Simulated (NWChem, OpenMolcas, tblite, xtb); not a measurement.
Si2H5 (SMILES [SiH2][SiH3]): methods side by side

The species is Si2H5 (7 atoms), meant as a doublet with charge 0. As SMILES, `[SiH2][SiH3]`. Geometry: relaxed at PBE0-D4/def2-TZVP.

Each level gives the dipole moment (D). The values are calculated.

```csv
level,kind,program,value (D),CPU time
GFN2-xTB,semi-empirical,xtb,0.16,under 2 s
GFN1-xTB,semi-empirical,tblite,0.40,under 2 s
GFN0-xTB,semi-empirical,xtb,1.16,under 2 s
UHF/ANO-XS-MB (DKH2),Hartree–Fock,OpenMolcas,0.43,1.9 s
UHF/STO-3G,Hartree–Fock,NWChem,0.48,1.6 s
UHF/ANO-L-VTZP (RICD fitting),Hartree–Fock,OpenMolcas,0.09,12 s
UBOP/STO-3G (density fitting),GGA,NWChem,0.25,14 s
UB3LYP/pcseg-0,global hybrid,NWChem,0.10,4.8 s
```

The values span 0.09 to 1.16 D. Magnitudes only. Sets without polarisation functions give poor dipoles. Times are those of the runs behind each value, whatever else they computed, on shared processors of several kinds: orders of magnitude only.

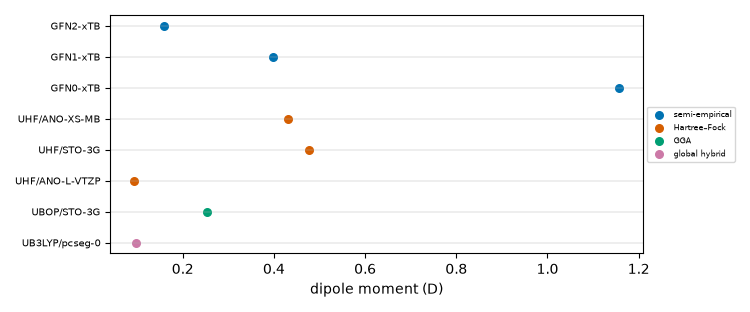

The values of the table, level by level.
